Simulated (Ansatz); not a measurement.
The reference is YN in the rock salt structure (space group Fm-3m, No. 225; a = 4.8561 Å).

Perturbation: the cell is scaled by 1.0220 in all directions; the atoms relax in the strained cell.

Calculations: PBEsol in Ansatz (plane waves to 420 eV, PAW, spin-orbit coupling left out).

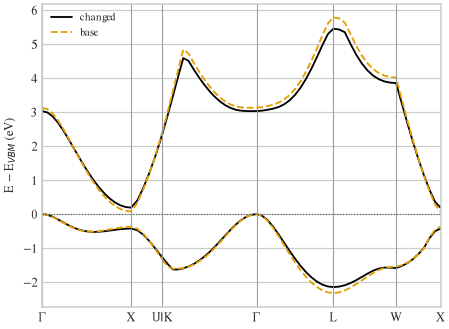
Figure: Highest valence and lowest conduction band along the path, each from its own valence-band maximum

The gap is 0.19 eV, indirect, Γ → X; the base has 0.08 eV.

Whether these cells are dynamically stable was not tested. The base started in Pnma and relaxed to Fm-3m at this level. A zero or small gap of YN can be the functional's error rather than a property of the material.

Ansatz is a program for electronic structure.
